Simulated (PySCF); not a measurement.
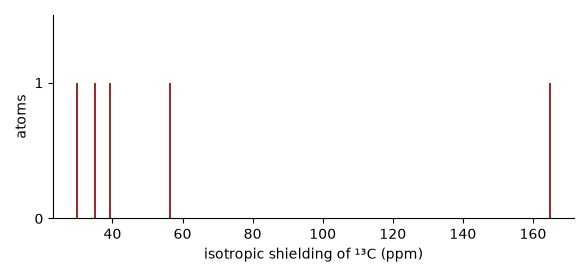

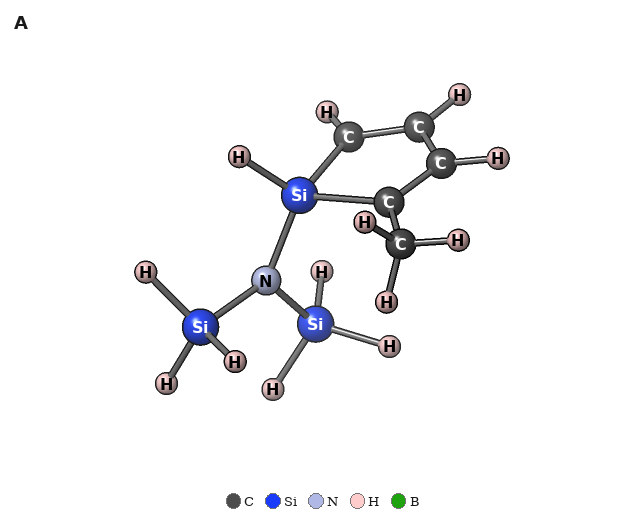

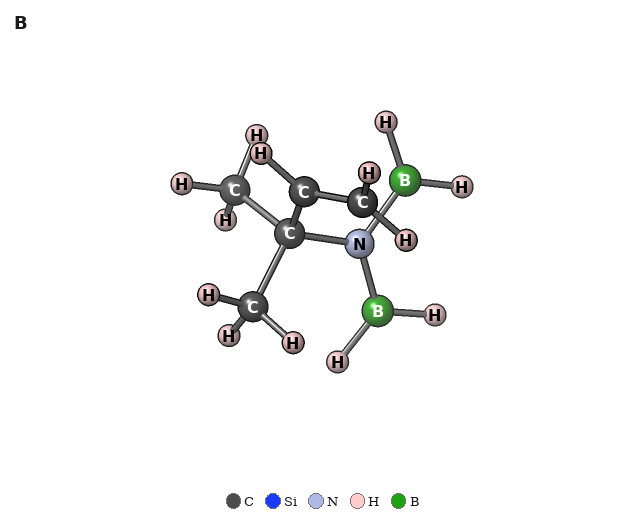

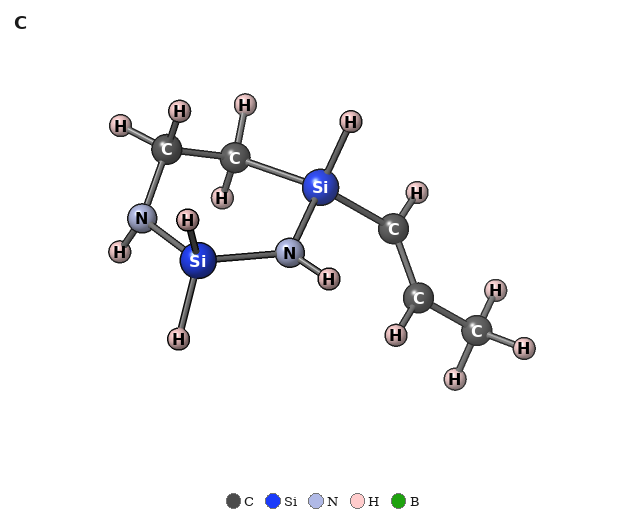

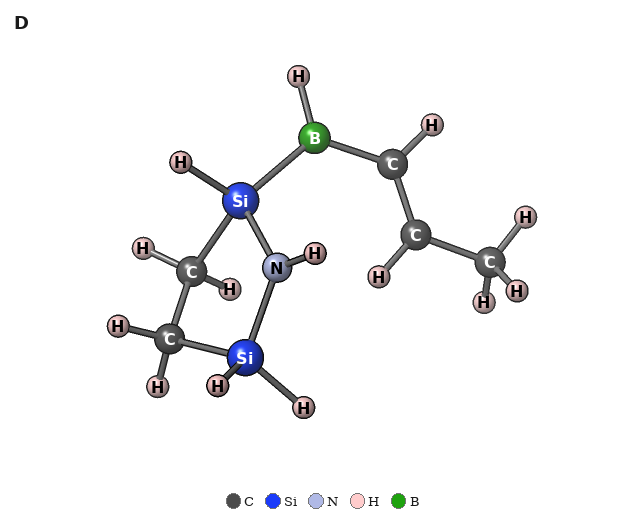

The sticks are computed shieldings of one of the molecules, for one fixed geometry (GFN2-xTB) without averaging over rotations. Low shielding means a high chemical shift. Method: GIAO PBE0/pcSseg-1 NMR shielding, non-relativistic, gas phase (PySCF 2.14.0).

### Match the spectrum to a structure.

A, `CC1=CC=C[Si@H]1N([SiH3])[SiH3]`. Its 5 C atoms give lines at 29.8, 35.0, 39.3, 56.3, 164.8 ppm.

The geometry is semi-empirical. Around B, Si such bond lengths and angles can be off by a tenth of an ångström or more and by several degrees, and values that hang on the shape move with them.
